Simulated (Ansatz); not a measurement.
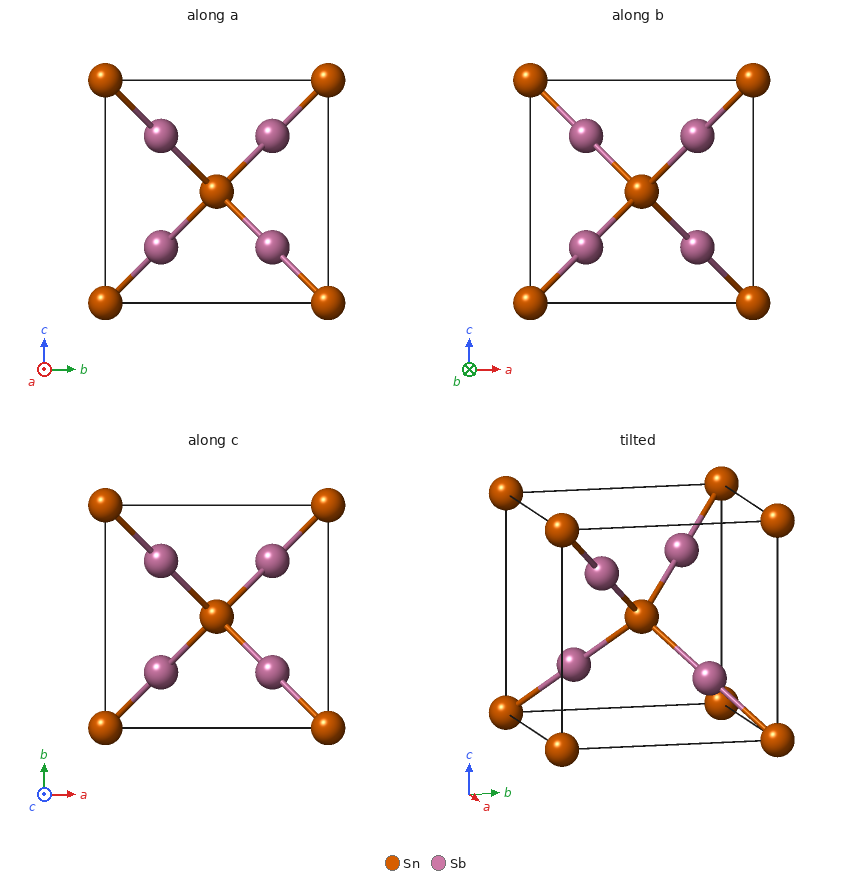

Crystal structure, ball-and-stick style, seen along the a axis, along the b axis, along the c axis and slightly off an axis. The conventional unit cell is outlined; an atom on or near a face, edge or corner is repeated at each equivalent position.

Lattice parameters: a = 6.400 Å, b = 6.400 Å, c = 6.400 Å, α = 90.00°, β = 90.00°, γ = 90.00°.

Q: Reconstruct the structure as a table of Wyckoff sites.

A: Space group Pn-3m:1 (No. 224).
```json
{"atom": "Sn", "site": "2a", "x": "0.0000", "y": "0.0000", "z": "0.0000"}
{"atom": "Sb", "site": "4b", "x": "0.2500", "y": "0.2500", "z": "0.2500"}
```

Starting structure: a structure type filled with these elements by a generator (whether the compound takes this form wasn't checked). Relaxation method: DFT r2SCAN, scalar-relativistic, plane waves, PAW in Ansatz.
